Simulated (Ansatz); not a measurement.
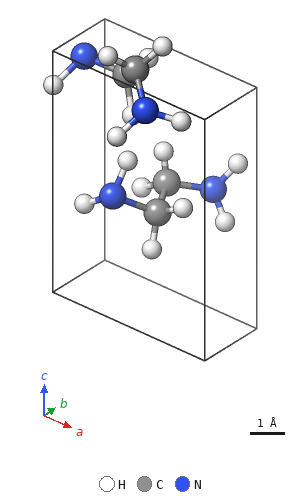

Starting frame of a dynamics run of a 24-atom cell of H$_{4}$CN. It starts from the last geometry of an earlier run, with fresh velocities. The picture is a ball-and-stick view of the simulation cell, seen slightly off an axis.

The calculation used DFT LDA, scalar-relativistic, plane waves, PAW (Ansatz 0.2.0).

The input:
```yaml
accuracy: low
crystal:
  lattice:
    - [5.042021, 0.0, 0.0]
    - [0.0, 5.18837, 0.0]
    - [-2.590641, 0.0, 6.794892]
  atoms:
    - { symbol: H, position: [0.87872933, 0.72718978, 0.44121573] }
    - { symbol: H, position: [0.06333205, 0.40340676, 0.95263566] }
    - { symbol: H, position: [0.42738062, 0.17459598, 0.6399601] }
    - { symbol: H, position: [0.5168114, 0.70843125, -0.17248577] }
    - { symbol: H, position: [0.9559852, 0.74913791, 0.70181731] }
    - { symbol: H, position: [-0.0371439, 0.10347422, 0.83143176] }
    - { symbol: H, position: [0.13821715, 0.18761001, 0.37764065] }
    - { symbol: H, position: [0.88331443, 0.87275547, -0.02751999] }
    - { symbol: H, position: [0.34115519, 0.69723402, 0.4350847] }
    - { symbol: H, position: [0.5010212, 0.35884224, 1.0627107] }
    - { symbol: H, position: [0.75985266, 0.26684969, 0.52613615] }
    - { symbol: H, position: [0.41631175, 0.8283096, 0.11640812] }
    - { symbol: H, position: [0.53702607, 0.54537597, 0.66025713] }
    - { symbol: H, position: [0.45376919, 0.18256992, 0.83466017] }
    - { symbol: H, position: [0.54620166, 0.29255005, 0.2912764] }
    - { symbol: H, position: [0.73155978, 0.95765818, 0.22936968] }
    - { symbol: C, position: [0.54842494, 0.57234638, 0.53098591] }
    - { symbol: C, position: [0.40335262, 0.22197623, 0.98523873] }
    - { symbol: C, position: [0.57128218, 0.32916074, 0.44617053] }
    - { symbol: C, position: [0.54628572, 0.9736168, 0.07892153] }
    - { symbol: "N", position: [0.79769721, 0.73770581, 0.55153107] }
    - { symbol: "N", position: [0.12439762, 0.22588423, 0.98072207] }
    - { symbol: "N", position: [0.34180952, 0.13940255, 0.47414286] }
    - { symbol: "N", position: [0.66846231, 0.80971472, -0.03467172] }
basis:
  ecutwfc: 420.0
kpoints:
  mp_grid: { grid: [2, 2, 1] }
hamiltonian:
  xc: lda
scf:
  occupations: { method: fermi_dirac, width: 0.05 }
  lower_state_search: "off"
md:
  timestep: 0.5
  n_steps: 200
  ensemble: nvt_langevin
  temperature: 1560.0
  initial_velocities: maxwell_boltzmann
  seed: 900642
  friction: 0.5
```

Launched with:
```bash
ansatz run input.yaml --threads 1 --pin off --max-ram 3072MiB --backend cpu --events-out ev --progress --plain --runs-dir out
```

Q: Predict how the run goes.

A: Over the second half the temperature averages 1546 K (spread ±237 K). The potential energy is still drifting at the end, so the run hasn't reached equilibrium. The potential energy in the second half lies on average 20.9 meV per atom below the first frame. In the second half of the run the atoms are, in the root-mean-square, this far from where they began (common drift taken out): H 0.65 Å, N 0.29 Å, C 0.23 Å. The heavy atoms stay within a fraction of a molecule's size of their starting places, while the hydrogen atoms travel further, as molecules turn; so short a run doesn't tell a liquid from a solid. The friction is so strong that the slow modes are overdamped, and the motion no longer resembles free dynamics.

Along the run (each row but the first and the last is the mean over the interval that it begins):

```json
{"time (fs)": "0.0", "potential energy (meV/atom)": "0.0", "T (K)": "1495"}
{"time (fs)": "12.5", "potential energy (meV/atom)": "-59.6", "T (K)": "1497"}
{"time (fs)": "25.0", "potential energy (meV/atom)": "-45.4", "T (K)": "1450"}
{"time (fs)": "37.5", "potential energy (meV/atom)": "-27.2", "T (K)": "1624"}
{"time (fs)": "50.0", "potential energy (meV/atom)": "-7.5", "T (K)": "1665"}
{"time (fs)": "62.5", "potential energy (meV/atom)": "-2.2", "T (K)": "1442"}
{"time (fs)": "75.0", "potential energy (meV/atom)": "-18.0", "T (K)": "1555"}
{"time (fs)": "87.5", "potential energy (meV/atom)": "-53.3", "T (K)": "1511"}
{"time (fs)": "100.0", "potential energy (meV/atom)": "-82.4", "T (K)": "1810"}
```

The paths of the atoms:

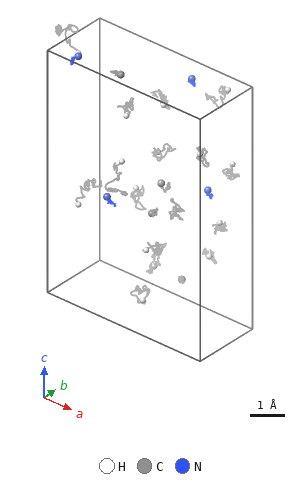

Limits of the set-up: the program's low-accuracy preset was used.

Cost: 4.5 min on 1 thread of Arm Neoverse V1 (shared host), peak memory 0.37 GiB.
